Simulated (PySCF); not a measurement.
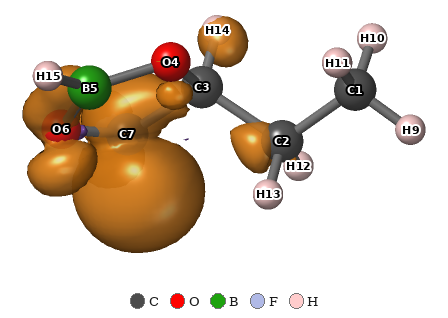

Figure. C4H7BFO2 (doublet). Isosurfaces of the spin density (α minus β) at +0.02 (orange) and −0.02 e/Å³ (purple), seen from one side.

Geometry: GFN2-xTB.

Method: UKS B3LYP, pcH-1 on B C F H O, non-relativistic, mean-field spin-orbit, GIAO in PySCF.

| atom | x (Å) | y (Å) | z (Å) |
| --- | --- | --- | --- |
| C | 2.0777 | -0.4157 | -0.3996 |
| C | 0.7988 | -0.4500 | 0.4259 |
| C | -0.4428 | -0.2707 | -0.4601 |
| O | -0.4724 | 1.0248 | -1.0389 |
| B | -1.6370 | 1.6328 | -0.7139 |
| O | -2.4396 | 0.8253 | 0.0605 |
| C | -1.7459 | -0.3080 | 0.2955 |
| F | -2.4830 | -1.4395 | 0.3110 |
| H | 2.9464 | -0.4887 | 0.2493 |
| H | 2.1004 | -1.2441 | -1.1038 |
| H | 2.1343 | 0.5153 | -0.9574 |
| H | 0.7053 | -1.4026 | 0.9493 |
| H | 0.8113 | 0.3526 | 1.1649 |
| H | -0.4204 | -1.0242 | -1.2655 |
| H | -1.9375 | 2.7008 | -1.0447 |

**Where is the unpaired spin?**

The unpaired spin (1 electron) lies mostly on C7 (about 0.6), O6 (about 0.1) and F8 (about 0.1), in electrons by Hirshfeld's partition.
